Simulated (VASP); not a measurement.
Band structure of HfB2 (space group P6/mmm). These are PBE GGA, VASP's PBE PAW potentials (set 64) (plane waves; VASP) values and carry that method's errors.

Unless said otherwise, spin-orbit coupling is left out, though it shifts the bands of the heavy elements here.

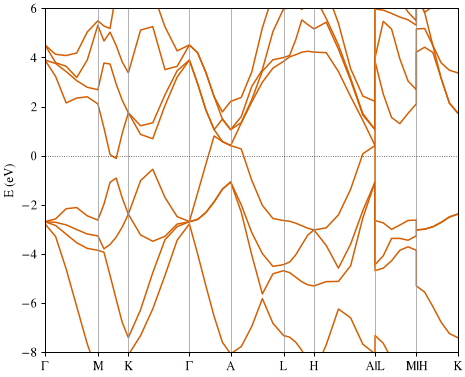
Fig. 1. Bands along high-symmetry lines, zero at the valence-band maximum or, without a gap, the Fermi level

**Question.** Read the plot: is there a gap, and where are the band edges?

**Answer.** It has no gap at this level: it comes out as a metal or semimetal.

The structure is a typed HfB2 crystal (P6/mmm). The cell was not relaxed at this level.
